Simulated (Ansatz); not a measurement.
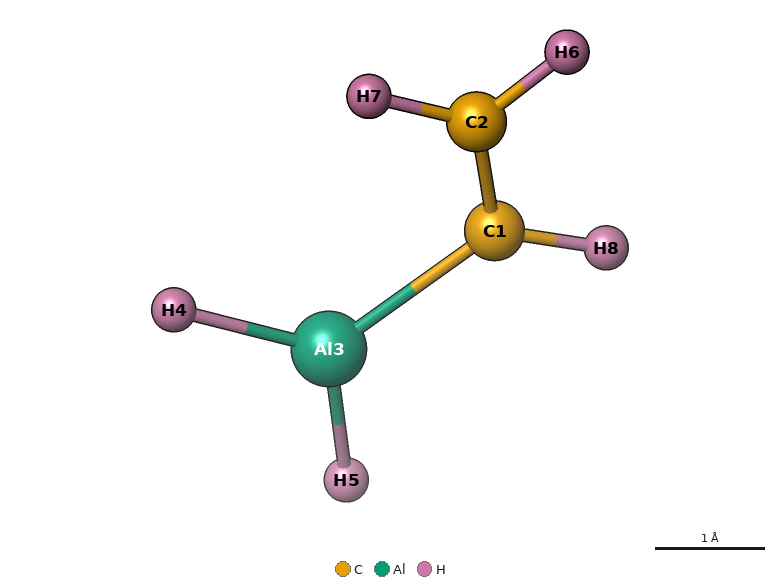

Orthographic view. Depth is shown by fading: the farther an atom, the more it takes the colour of the background. The geometry was computed by an optimisation with PBE-D4/def2-SVP. No frequency run is at hand to confirm it as a minimum.

Write a Z-matrix (Å, degrees) in the order of the atom numbers, with these reference atoms: 2 to 1; 3 to 1, 2; 4 to 3, 1, 2; 5 to 3, 4, 1; 6 to 2, 1, 3; 7 to 2, 6, 1; 8 to 1, 2, 7.

```
C  
C    1   1.355
Al   1   1.954   2   120.4
H    3   1.604   1   117.0   2     0.5
H    3   1.604   4   121.1   1   179.8
H    2   1.107   1   123.0   3   180.0
H    2   1.106   6   115.2   1  -179.8
H    1   1.108   2   116.6   7   179.9
```
